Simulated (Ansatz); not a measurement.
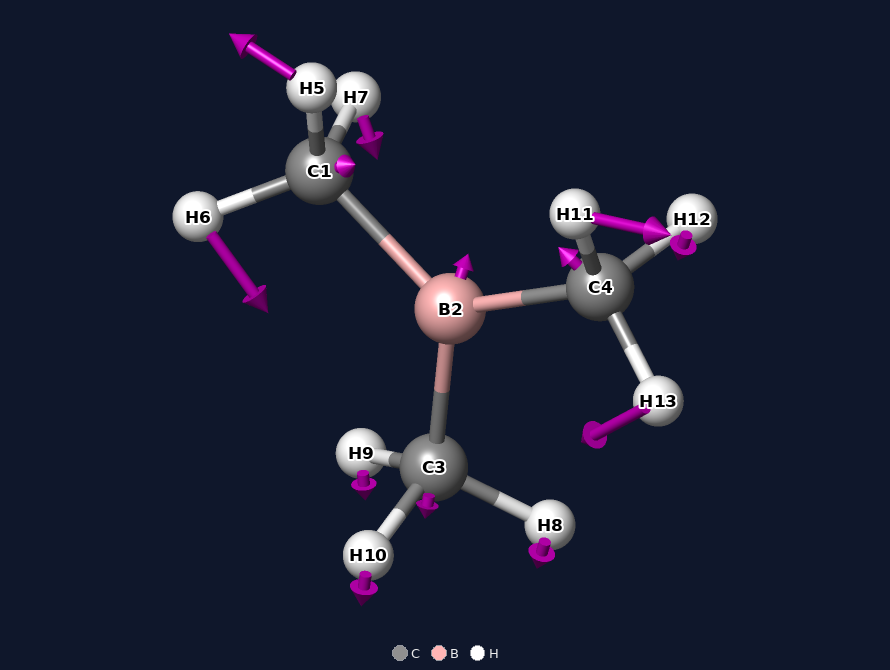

The arrows show one normal mode. Harmonic vibrations computed with RKS PBE0-D4/def2-TZVP (Ansatz 0.2.0) at a stationary point of the same level.

At what wavenumber does it lie?

Answer. 867 cm⁻¹; it is mode 11 of 33 counted from the lowest.
